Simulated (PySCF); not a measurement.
System: C₂H₃I₃Sn (Sn(vinyl)I3).

Input file:

```
{"job": {"kind": "uv", "xc": "B3LYP", "basis": "def2-SVPD", "ip": true, "nstates": 10}, "charge": 0, "multiplicity": 1}
Sn    -0.104434     0.324360    -1.239392
C     -0.163661     0.355960     0.890310
C      0.269291    -0.669630     1.622364
H     -0.574396     1.262384     1.349193
H      0.674525    -1.586724     1.180140
H      0.233953    -0.638244     2.717919
I      2.429951     0.312501    -2.144940
I     -1.370523     2.480755    -2.219835
I     -1.261965    -1.910782    -2.181439
```

Command:

```sh
OMP_NUM_THREADS=1 python probes_run.py task.json out
```

Geometry: PBE0-D3(BJ)/def2-SVP; core potentials replace the inner electrons of Sn and I.

Theory: PySCF 2.14.0, B3LYP/def2-SVPD, SCF density, gas phase, scalar-relativistic core potentials on the heavy atoms.

> Predict the electron density and electron localisation function between the atoms.

C–C (1.33 Å): ρ at the midpoint is about 2.3 e/Å³; the ELF peaks at about 0.90 between the atoms; a multiple bond.
C–Sn (2.13 Å): the density is about 0.71 e/Å³ at the midpoint; the ELF peaks at about 0.90 in the valence shell of C, 0.7 Å from its nucleus, and drops to about 0.20 between the two atoms.
C–H (1.10 Å): ρ at the midpoint is about 2 e/Å³; the ELF climbs to about 1 towards the hydrogen, as it does in any bond to H: a covalent bond by its length.

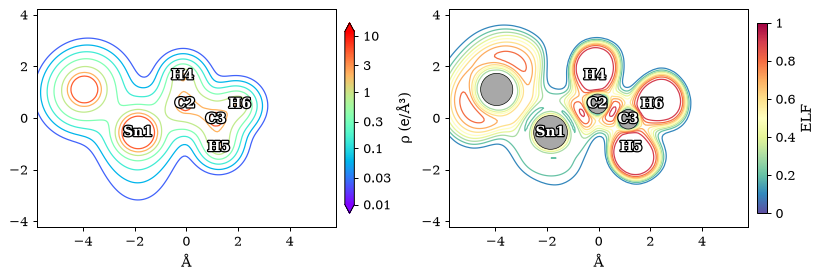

Computed electron density and electron localisation function on the plane of atoms C2, C3 and H5, in this order. Grey discs cover the atomic cores in the ELF map. 
